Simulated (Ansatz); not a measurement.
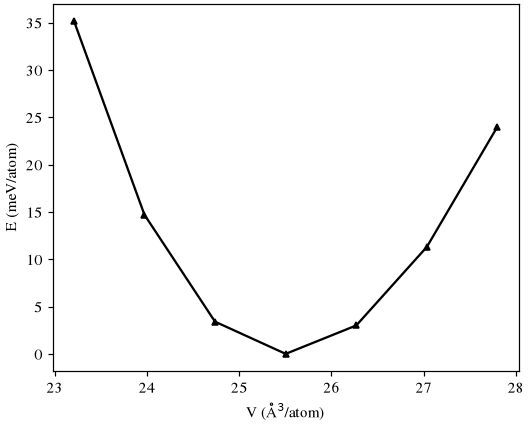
In (body-centred tetragonal, space group No. 139) under volume change, PBEsol in the plane-wave PAW code Ansatz, shape and atoms relaxed at each volume.

**Question.** What does a third-order Birch–Murnaghan fit give for V₀, B₀ and B′?

**Answer.** V₀ = 25.51 Å³/atom, B₀ = 44.7 GPa, B′ = 5.3.

Space group I4/mmm (body-centred tetragonal). The PBEsol relaxation kept the symmetry of its start.

Potentials: the later of the program's two PAW sets.
